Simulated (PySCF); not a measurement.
# Fluorine: the same states on changed settings

These states were run before on sound settings. What differs here: a valence shell is frozen, unsound on purpose. What does it move?

Program: PySCF 2.14.0. Level of theory: unrestricted determinants in a Gaussian basis, no spin-orbit coupling in the energies. These are calculated values, not measurements, unless marked.

### 1 The system

| Property | Result |
| --- | --- |
| Element | fluorine (Z = 9) |
| Basis | x2c-SVPall |
| Hamiltonian | scalar relativity by spin-free X2C-1e |
| State 1 | F⁺: [He] 2s2 2p4, high-spin 3P determinant |
| State 2 | F²⁺: [He] 2s2 2p3, high-spin 4S determinant |
| Methods | MP2, CCSD(T) |
| Core shells frozen in the correlated runs | valence: [He] 2s2 (for F⁺) |

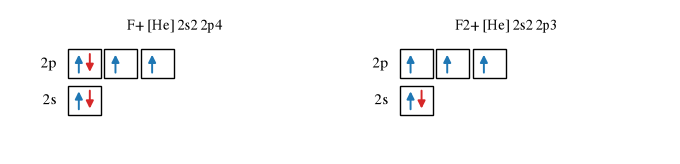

Occupation of the outer shells (arrows by Hund's rule).

The sound run (x2c-SVPall, the spin-free X2C one-electron Hamiltonian (Gaussian nucleus), symmetry-adapted start, fine grid, valence correlation) gave:

```
species             method  energy (hartree)
     F⁺                UHF         -98.79100
     F⁺                LDA         -98.41069
     F⁺                PBE         -98.98762
     F⁺      MP2 (valence)         -98.88582
     F⁺  CCSD(T) (valence)         -98.90097
    F²⁺                UHF         -97.55933
    F²⁺                LDA         -97.10897
    F²⁺                PBE         -97.68060
    F²⁺      MP2 (valence)         -97.62357
    F²⁺  CCSD(T) (valence)         -97.63806
```

One driver process ran all states and methods and kept the integrals in memory. Each run is shown as a PySCF script that sums up its settings (the driver passes frozen orbitals as a list and adds second-order terms of double hybrids); the logs are those of the runs themselves. The driver starts from symmetry-adapted Hartree-Fock orbitals, holds the occupation by maximum overlap and uses a logarithmic radial grid for functionals, so a plain start would take other cycles.

The driver's launch:

```console
> OMP_NUM_THREADS=1 python atomrun2.py TASK.json OUT
```

### 2 Changed run, F⁺: the ladder of methods

MP2 (valence):

input.py

```python
from pyscf import gto, scf, dft, mp, cc
import basis_set_exchange as bse
mol = gto.M(atom="F 0 0 0", charge=1, spin=2, symmetry="D2h",
            basis=gto.basis.parse(bse.get_basis("x2c-SVPall", elements=["F"], fmt="nwchem", header=False)),
            nucmod="G")
mf = scf.UHF(mol).sfx2c1e()
mf.irrep_nelec = {'Ag': (2, 2), 'B1u': (1, 0), 'B2u': (1, 1), 'B3u': (1, 0)}
mf.kernel()
mp.UMP2(mf, frozen=2).kernel()
```

This step left no log, only its results.

Time after the integrals: 0.01 s (1 thread of Neoverse-V2, shared host).

With 4 electrons correlated, the MP2 correlation energy is -0.04554 hartree (-0.01712 same spin, -0.02842 opposite spin); the SCS form gives -0.03981. Largest pairs of shells: 2p-2p -0.0455.

CCSD(T) (valence):

input.py, as changed from the run before:

```diff
@@ -8,2 +8,3 @@
 mf.kernel()
-mp.UMP2(mf, frozen=2).kernel()
+mycc = cc.CCSD(mf, frozen=2).run()
+mycc.ccsd_t()
```

The program printed:

```text
CC2 = 0
CCSD nocc = (np.int64(3), np.int64(1)), nmo = (12, 12)
frozen orbitals [[0, 1], [0, 1]]
max_cycle = 100
direct = 0
conv_tol = 1e-08
conv_tol_normt = 1e-06
diis_space = 8
diis_start_cycle = 0
Init t2, MP2 energy = -0.045538859854635
Init E_corr(UCCSD) = -0.0455388598704096
cycle = 1  E_corr(UCCSD) = -0.0508577186455708  dE = -0.00531885878  norm(t1,t2) = 0.012926
cycle = 2  E_corr(UCCSD) = -0.0515864867299575  dE = -0.000728768084  norm(t1,t2) = 0.00341209
cycle = 3  E_corr(UCCSD) = -0.0518027849231168  dE = -0.000216298193  norm(t1,t2) = 0.001512
cycle = 4  E_corr(UCCSD) = -0.0517909561734072  dE = 1.18287497e-05  norm(t1,t2) = 0.000373638
cycle = 5  E_corr(UCCSD) = -0.0517938444745501  dE = -2.88830114e-06  norm(t1,t2) = 4.56443e-05
cycle = 6  E_corr(UCCSD) = -0.0517933547411117  dE = 4.89733438e-07  norm(t1,t2) = 7.22923e-06
cycle = 7  E_corr(UCCSD) = -0.0517933882735733  dE = -3.35324616e-08  norm(t1,t2) = 4.33522e-07
cycle = 8  E_corr(UCCSD) = -0.0517933870808105  dE = 1.19276283e-09  norm(t1,t2) = 3.53906e-08
UCCSD converged
E(UCCSD) = -98.84279545650645  E_corr = -0.05179338708081047
UCCSD(T) correction = -0.000220847073155716
```

It took 0.05 s on 1 thread of Neoverse-V2, shared host, the integrals not counted.

CCSD correlation -0.05179 hartree, triples -0.00022; total -98.843016. T1 = 0.003, largest double amplitude 0.043.

### 3 Changed run, F²⁺

MP2 (valence):

input.py

```python
from pyscf import gto, scf, dft, mp, cc
import basis_set_exchange as bse
mol = gto.M(atom="F 0 0 0", charge=2, spin=3, symmetry="D2h",
            basis=gto.basis.parse(bse.get_basis("x2c-SVPall", elements=["F"], fmt="nwchem", header=False)),
            nucmod="G")
mf = scf.UHF(mol).sfx2c1e()
mf.irrep_nelec = {'Ag': (2, 2), 'B1u': (1, 0), 'B2u': (1, 0), 'B3u': (1, 0)}
mf.kernel()
mp.UMP2(mf, frozen=2).kernel()
```

This step left no log, only its results.

It took 0.01 s on 1 thread of Neoverse-V2, shared host, the integrals not counted.

With 3 electrons correlated, the MP2 correlation energy is -0.01412 hartree (-0.01412 same spin, 0.00000 opposite spin); the SCS form gives -0.00471. Largest pairs of shells: 2p-2p -0.0141.

CCSD(T) (valence):

input.py, as changed from the run before:

```diff
@@ -8,2 +8,3 @@
 mf.kernel()
-mp.UMP2(mf, frozen=2).kernel()
+mycc = cc.CCSD(mf, frozen=2).run()
+mycc.ccsd_t()
```

The program printed:

```text
CC2 = 0
CCSD nocc = (np.int64(3), np.int64(0)), nmo = (12, 12)
frozen orbitals [[0, 1], [0, 1]]
max_cycle = 100
direct = 0
conv_tol = 1e-08
conv_tol_normt = 1e-06
diis_space = 8
diis_start_cycle = 0
Init t2, MP2 energy = -0.0141238401950093
Init E_corr(UCCSD) = -0.014123840195218
cycle = 1  E_corr(UCCSD) = -0.0161876881501952  dE = -0.00206384795  norm(t1,t2) = 0.00714102
cycle = 2  E_corr(UCCSD) = -0.0165025042632905  dE = -0.000314816113  norm(t1,t2) = 0.00135729
cycle = 3  E_corr(UCCSD) = -0.0165664526535061  dE = -6.39483902e-05  norm(t1,t2) = 0.000283379
cycle = 4  E_corr(UCCSD) = -0.0165643619088288  dE = 2.09074468e-06  norm(t1,t2) = 1.11381e-05
cycle = 5  E_corr(UCCSD) = -0.0165643583238246  dE = 3.58500421e-09  norm(t1,t2) = 2.43193e-07
UCCSD converged
E(UCCSD) = -97.57589461992046  E_corr = -0.0165643583238246
UCCSD(T) correction = -2.73672087137405e-05
```

It took 0.02 s on 1 thread of Neoverse-V2, shared host, the integrals not counted.

CCSD correlation -0.01656 hartree, triples -0.00003; total -97.575922. T1 = 0.002, largest double amplitude 0.020.

### 4 What moved

```
species             method  converged  energy less sound run (eV)
     F⁺      MP2 (valence)        yes                     +1.3409
     F⁺  CCSD(T) (valence)        yes                     +1.5770
    F²⁺      MP2 (valence)        yes                     +1.3638
    F²⁺  CCSD(T) (valence)        yes                     +1.6907
```

Ionisation energy of F⁺:

```
 method  sound run (eV)  changed run (eV)  shift (eV)
    UHF          33.515            33.515      +0.000
    MP2          34.347            34.370      +0.023
SCS-MP2          34.342            34.471      +0.128
   CCSD          34.354            34.474      +0.120
CCSD(T)          34.366            34.479      +0.114
```

### 5 What came out

| quantity | value |
| --- | --- |
| change | a valence shell is frozen |
| runs converged | 4 of 4 |
| largest shift of a converged total energy | 1.69 eV |
| largest shift of the ionisation energy | +0.128 eV (SCS-MP2) |

In words: The ionisation energy moves by up to 0.13 eV, at SCS-MP2. Freezing a valence shell removes pair correlation that changes on ionisation. The setting is unsound on purpose, so these numbers are no properties of the atom.
